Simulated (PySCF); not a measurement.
**C$_{6}$H$_{15}$NOSi: NMR shielding calculation**

- system: C$_{6}$H$_{15}$NOSi, SMILES CCO[SiH2]N1CCCC1
- method: GIAO PBE0/pcSseg-1 NMR shielding, non-relativistic, IEF-PCM acetonitrile (PySCF 2.14.0)

The geometry comes from this level: PBE0-D3(BJ)/def2-SVP. It belongs to a series of runs on one base structure; here: solvent acetonitrile. Figures and captions count atoms from 1; the log counts them from 0 in places.

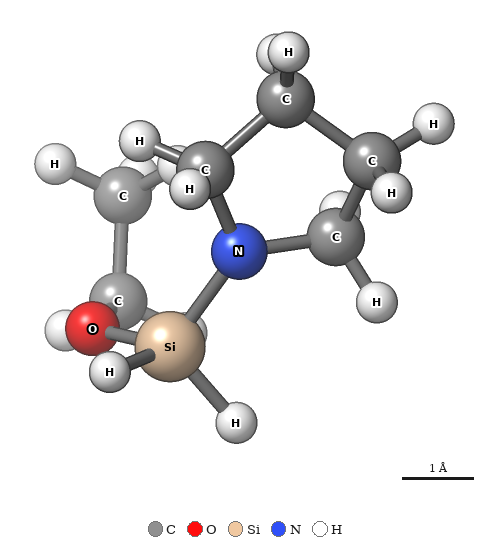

**Figure 1.** The structure as given in the input (ball-and-stick view, seen at a tilt). Bond lengths as drawn: C–C 1.52 to 1.53 Å, C–H 1.10 to 1.11 Å, C–N 1.46 Å, C–O 1.41 Å, H–Si 1.49 to 1.50 Å, N–Si 1.72 Å and O–Si 1.67 Å.

Summary:

- outcome: converged
- total energy: −656.580375 hartree
- HOMO: −6.19 eV
- LUMO: 1.22 eV
- dipole moment: 2.92 D
- isotropic shielding, C: 122.0 to 164.1 ppm
- isotropic shielding, O: 269.1 ppm
- isotropic shielding, Si: 382.4 ppm
- isotropic shielding, N: 203.7 ppm
- isotropic shielding, H: 26.5 to 30.2 ppm
- hardware: 1 CPU thread, shared host
- wall time: 2.2 min
- peak memory: 1.2 GiB

Input:
```
{"job": {"kind": "nmr", "xc": "PBE0", "basis": "pcSseg-1", "solvent": "acetonitrile", "pop": true}, "charge": 0, "multiplicity": 1}
C      2.242401     0.465949     1.231031
C      2.811154     0.124483    -0.132039
O      2.172804     0.837412    -1.161415
Si     0.811410     0.283604    -1.954301
N     -0.555460    -0.010079    -0.947719
C     -0.988678    -1.313440    -0.461607
C     -2.420010    -1.065830    -0.002121
C     -2.319132     0.334716     0.591906
C     -1.380562     1.054866    -0.378206
H      1.185517     0.165676     1.299879
H      2.801392    -0.045087     2.030186
H      2.300694     1.550816     1.406187
H      2.744717    -0.969214    -0.305309
H      3.884441     0.378872    -0.165648
H      0.510676     1.376111    -2.917341
H      1.118297    -1.024642    -2.610574
H     -0.915139    -2.082428    -1.247292
H     -0.378976    -1.667791     0.396201
H     -3.096787    -1.062616    -0.872534
H     -2.782586    -1.822574     0.708961
H     -3.287797     0.843110     0.703664
H     -1.856568     0.279762     1.591418
H     -1.953943     1.575126    -1.169172
H     -0.778050     1.823043     0.138043
```

The first line tells a small driver script what to run in PySCF; the rest is the geometry in Å.

Launch command:
```bash
OMP_NUM_THREADS=1 python <driver script> task.json out
```

Output:
```
coarse grid: 19592 points
cycle   1  E = -656.4131493634  dE =  9.282e-01  |g| = 7.199e-01  |ddm| = 4.233e+00
cycle   2  E = -656.3011291268  dE =  1.120e-01  |g| = 1.061e+00  |ddm| = 1.522e+00
cycle   3  E = -656.5146206297  dE = -2.135e-01  |g| = 9.912e-02  |ddm| = 1.017e+00
cycle   4  E = -656.5161300788  dE = -1.509e-03  |g| = 4.537e-02  |ddm| = 9.821e-02
cycle   5  E = -656.5165653257  dE = -4.352e-04  |g| = 1.131e-02  |ddm| = 4.184e-02
cycle   6  E = -656.5165869688  dE = -2.164e-05  |g| = 4.729e-03  |ddm| = 1.252e-02
cycle   7  E = -656.5165917021  dE = -4.733e-06  |g| = 3.693e-04  |ddm| = 3.791e-03
final grid: 181960 points
cycle   8  E = -656.5803408118  dE = -4.244e-05  |g| = 1.256e-02  |ddm| = 3.328e-02
cycle   9  E = -656.5803064952  dE =  3.432e-05  |g| = 1.829e-02  |ddm| = 2.267e-02
cycle  10  E = -656.5803745831  dE = -6.809e-05  |g| = 1.756e-03  |ddm| = 1.386e-02
cycle  11  E = -656.5803752148  dE = -6.317e-07  |g| = 2.371e-04  |ddm| = 1.440e-03
cycle  12  E = -656.5803752261  dE = -1.129e-08  |g| = 6.176e-05  |ddm| = 2.726e-04
cycle  13  E = -656.5803752268  dE = -7.392e-10  |g| = 2.447e-05  |ddm| = 9.377e-05
```

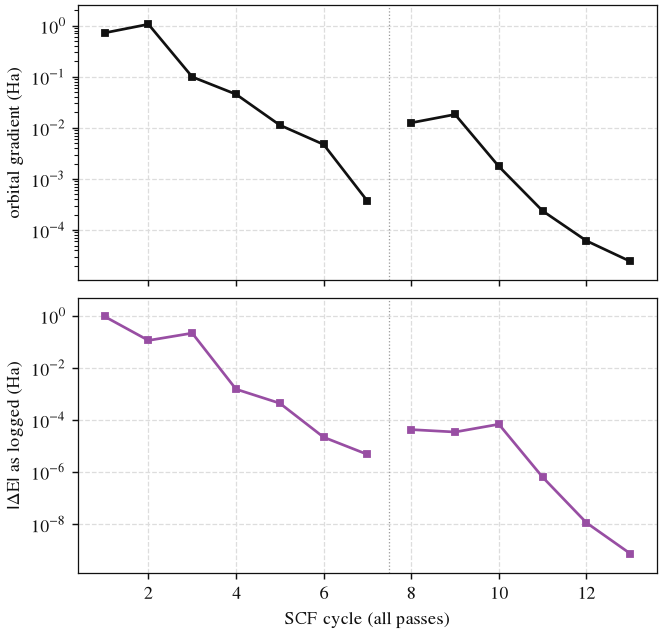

**Figure 2.** Convergence of the self-consistent field: orbital gradient and size of the energy change against the SCF cycle. The dotted line marks the change from a coarse to the final integration grid. The first 7 cycles use a coarse grid, the final grid takes over at cycle 8, and the field converges after 13 cycles in all.

```
converged SCF energy = -656.5803752268

GIAO shielding tensors (ppm)
atom      isotropic    diamagn.    paramagn.     s11        s22        s33       span
  0 C      164.127     250.899     -86.772    146.158    162.579    183.645     37.487
  1 C      121.984     244.270    -122.286     91.172    108.362    166.419     75.247
  2 O      269.097     399.769    -130.672    221.369    264.572    321.351     99.982
  3 Si     382.381     881.617    -499.236    347.673    389.701    409.769     62.096
  4 N      203.693     330.100    -126.407    156.444    177.165    277.471    121.027
  5 C      132.108     243.615    -111.507    102.434    130.537    163.353     60.919
  6 C      154.558     250.634     -96.076    135.883    161.525    166.265     30.382
  7 C      153.880     250.601     -96.721    129.302    163.618    168.721     39.419
  8 C      136.518     243.402    -106.884    108.803    131.968    168.782     59.978
  9 H       29.884      34.524      -4.640     24.500     29.265     35.887     11.387
 10 H       30.183      29.305       0.877     26.299     26.924     37.326     11.027
 11 H       29.861      30.516      -0.654     27.148     27.497     34.938      7.791
 12 H       27.495      30.810      -3.316     24.086     26.727     31.671      7.585
 13 H       27.386      27.137       0.250     21.879     26.695     33.585     11.706
 14 H       26.681      30.075      -3.393     22.696     25.110     32.237      9.541
 15 H       26.479      30.609      -4.130     22.393     25.486     31.558      9.166
 16 H       27.969      30.286      -2.318     23.248     26.932     33.726     10.478
 17 H       28.164      32.058      -3.895     22.170     27.942     34.378     12.208
 18 H       29.725      29.589       0.135     25.134     27.078     36.963     11.828
 19 H       29.535      29.128       0.407     25.369     26.241     36.995     11.626
 20 H       29.336      28.822       0.514     24.820     26.307     36.882     12.063
 21 H       29.544      31.612      -2.067     25.051     27.734     35.848     10.796
 22 H       28.270      29.899      -1.630     22.866     26.315     35.629     12.763
 23 H       28.036      31.710      -3.674     23.069     27.837     33.201     10.132
```

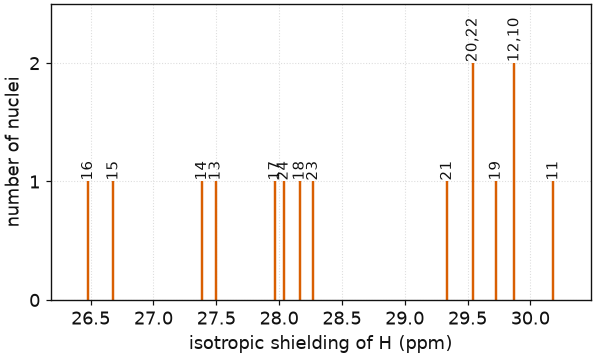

**Figure 3.** Isotropic shieldings of the hydrogen nuclei in this fixed geometry, labelled by atom number; shielding grows to the right, so chemical shift grows to the left. The least shielded is H16 (26.5 ppm), the most shielded H11 (30.2 ppm).

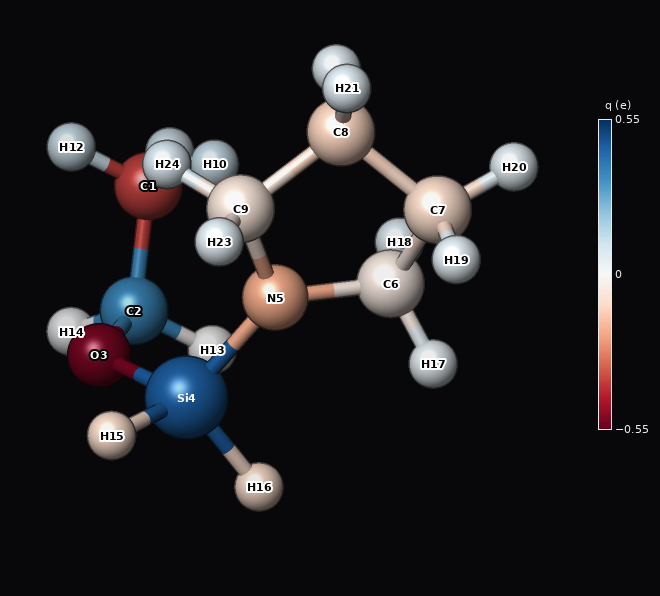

**Figure 4.** ESP-fitted charges, as the colour of each atom (ball-and-stick view, seen at a tilt; atoms are numbered from 1 in the order of the input). By element: C −0.37 to +0.35, O −0.52, Si +0.45, N −0.20 and H −0.10 to +0.11 e.
